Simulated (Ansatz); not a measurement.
System: Hf₂C₅.

Input

```
crystal:
  lattice:
    - [2.4170907378, -2.3344582384, 0.0003577097]
    - [2.4170907378, 2.3344582384, 0.0003577097]
    - [-1.3423381955, 0.0, 7.4225437013]
  atoms:
    - { symbol: Hf, position: [0.1688539473, 0.4031671754, 0.1447022192] }
    - { symbol: Hf, position: [0.5968328246, 0.8311460527, 0.8552977808] }
    - { symbol: C, position: [0.1103315795, 0.3437716245, 0.8494400832] }
    - { symbol: C, position: [0.6562283755, 0.8896684205, 0.1505599168] }
    - { symbol: C, position: [0.808163538, 0.0948878833, 0.3236285774] }
    - { symbol: C, position: [0.9051121167, 0.191836462, 0.6763714226] }
    - { symbol: C, position: [0.8634775585, 0.1365224415, 0.5] }
basis:
  ecutwfc: 420
kpoints:
  mp_grid: { grid: [10, 10, 4] }
  band_path:
    path:
      - [[0.0, 0.0, 0.0], [-0.49081275, 0.49081275, 0.0]]
      - [[-0.50918725, -0.49081275, 0.0], [-0.5, -0.5, 0.0], [0.0, 0.0, 0.0], [-0.5, -0.5, 0.5], [-0.53662995, -0.46337005, 0.5]]
      - [[-0.46337005, 0.46337005, 0.5], [0.0, 0.0, 0.5], [0.0, 0.0, 0.0]]
      - [[-0.5, 0.0, 0.5], [0.0, 0.0, 0.0], [-0.5, 0.0, 0.0]]
    npoints: 14
hamiltonian:
  xc: pbe
scf:
  occupations: { method: gaussian, width: 0.1 }
  n_extra_bands: 17
output:
  forces: true
  stress: true
  eigenvalues: true
  populations: true
  dos: { projected: true, de: 0.02, nscf_kmesh: { grid: [12, 12, 5] } }
  bader: true
  write_density: true
  write_potential: true
  elf: true
  volumetric_format: npy
```

Command:

```sh
ansatz run input.yaml --threads 1 --pin off --max-ram 2560MiB --backend cpu --events-out ev --progress --plain --runs-dir out
```

Below, planes, directions and counts refer to the conventional cell (a = 4.83 Å, b = 4.67 Å, c = 7.54 Å, α = 90.00°, β = 100.24°, γ = 90.00°).

Space group C2; a generated structure, not necessarily the stable one.

All numbers below come from DFT PBE, scalar-relativistic, plane waves, PAW (Ansatz 0.2.0).

Q: Predict the valence pseudo-density and electron localisation function between the atoms.

A: Hf–C (2.33 Å): ρ at the midpoint is about 0.47 e/Å³; the ELF peaks at about 0.80 in the valence shell of C, 0.7 Å from its nucleus, and is about 0.20 at the midpoint; no localised pair shows between them.
Bader's partition of the density gives Hf +1.94 and C −1.33 to −0.31 e.

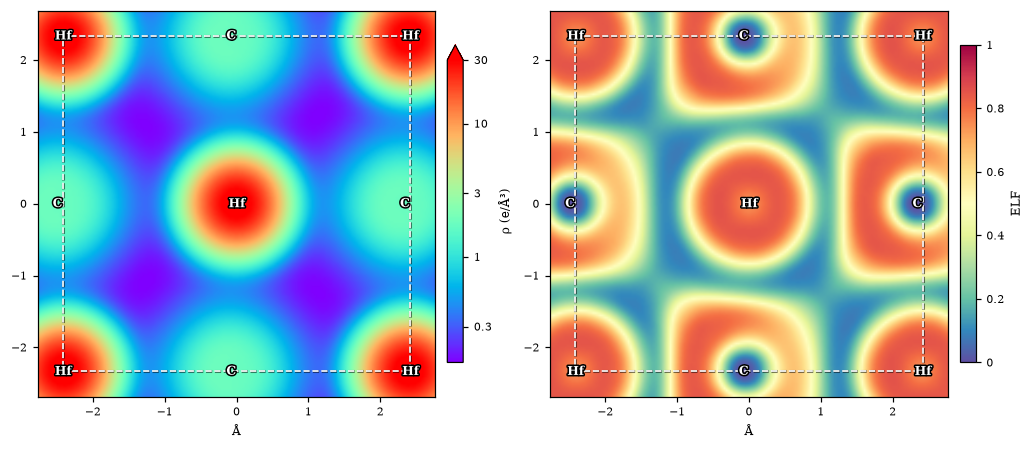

Computed valence pseudo-density and electron localisation function on the (001) plane of the conventional cell, in this order. 

In a PAW calculation such maps are meaningful between the atoms, not at the nuclei.
